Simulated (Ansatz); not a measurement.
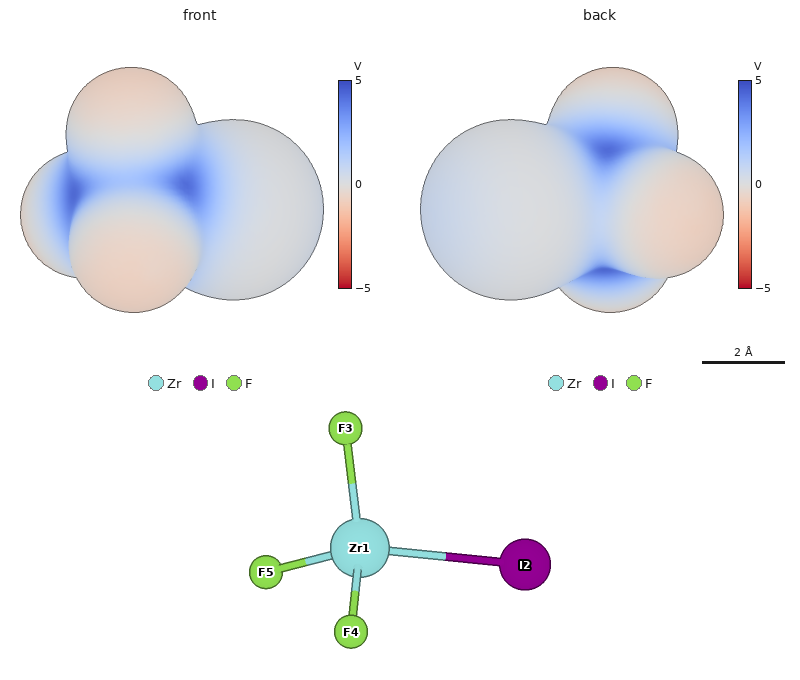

Figure. F3IZr (ZrIF3). The molecular electrostatic potential painted on the density surface at 0.002 e/bohr³, seen from the front and from behind; the colour scale runs from red (negative) to blue (positive). The bare structure is drawn below in the same view.

Geometry: PBE0-D4/def2-SVP; core potentials replace the inner electrons of Zr and I.

These are results of RKS PBE0-D4/def2-TZVP (Ansatz 0.2.0), not measurements.

Input

```
crystal:
  periodic: [false, false, false]
  atoms:
    - {symbol: Zr, position_ang: [-0.000439, 0.001212, -0.157714]}
    - {symbol: I, position_ang: [0.007407, -0.019633, 2.555567]}
    - {symbol: F, position_ang: [1.771837, 0.010602, -0.804443]}
    - {symbol: F, position_ang: [-0.893239, 1.540332, -0.784882]}
    - {symbol: F, position_ang: [-0.885565, -1.532513, -0.808528]}
basis:
  gaussian: {orbitals: def2-TZVP, initial_orbitals: start.molden}
hamiltonian: {xc: pbe0, dispersion: d4}
scf: {omitted_lower_state_checks: [starts]}
output: {forces: true, orbitals: {seedname: orbitals}}
```

Run with:

```sh
ansatz run in.yaml --threads 4 --pin off --events-out ev --progress --plain --max-ram 3916MiB
```

**Describe the electrostatic potential map.**

The most negative region (about −0.7 V, or −16 kcal/mol for a unit charge) lies over F3, F4 and F5, the most positive (about +4.1 V, or +95 kcal/mol for a unit charge) over Zr1. I2 shows a σ-hole: about +0.6 V, or +14 kcal/mol for a unit charge at the tip opposite its bond, against about +0.1 V on its flanks.
